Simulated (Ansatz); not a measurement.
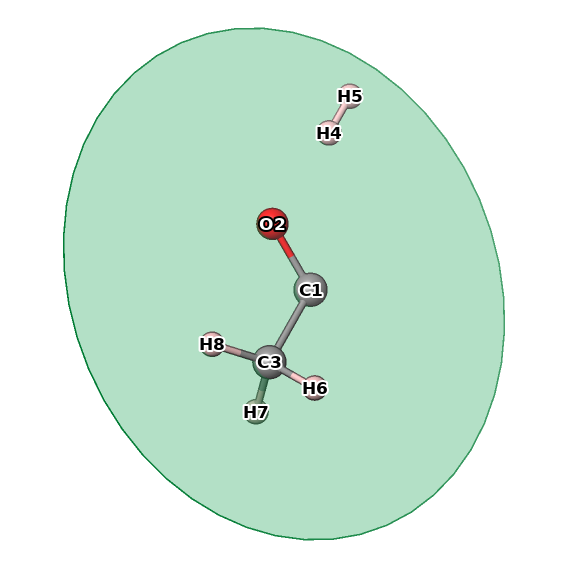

A disc through the centre of mass is drawn in. Distant atoms are faded towards the background colour. Charge −1, singlet. The geometry was computed by an optimisation with PBE-D4/def2-SVPD. No frequency run is at hand to confirm it as a minimum.

Q: Is the plane of the disc a mirror plane of the structure?

A: Yes. The reflection leaves C1, O2, C3, H4, H5, H8 in place and moves H6 ↔ H7. The point group is Cs.
